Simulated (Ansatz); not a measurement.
```xyz
6

O    -1.249   -1.126   -0.498
Se    0.169   -1.474    0.583
Sb    1.524    0.713    0.409
H    -1.908   -0.696    0.063
H     1.287    0.853   -1.283
H     0.177    1.731    0.725
```

> Where will the first 3 clear peaks of this molecule's radial distribution curve from gas electron diffraction lie, and which pairs make them?

Peak 1, 1.81 Å: Sb–H 1.71–1.72 Å (×2), Se–O 1.82 Å, not resolved
Peak 2, 2.58 Å: Sb–Se 2.58 Å
Peak 3, 3.44 Å: Se···H 3.19–3.21 Å (×2), Sb···O 3.45 Å, not resolved; in its flanks Sb···H 3.73 Å

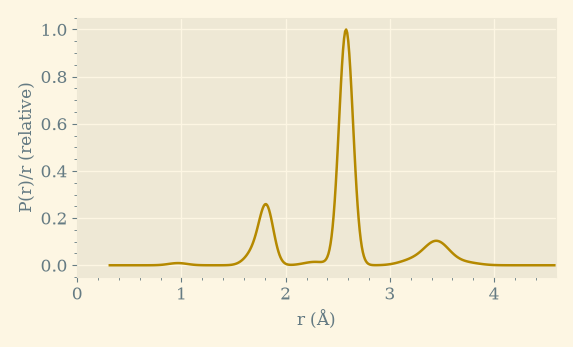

Simulated gas electron diffraction: radial distribution curve of H3OSbSe. Each pair of atoms contributes with weight ZᵢZⱼ/r; damping constant 0.001 Å²; vibrational amplitudes assumed, not computed: 0.05 Å for bonds, 0.078 Å for bonds to H, 0.06 + 0.015 r up to 0.15 Å for other pairs. The geometry is the end point of an optimisation (RKS PBE0/def2-SVP in Ansatz 0.2.0); it may be a saddle point or a higher isomer.
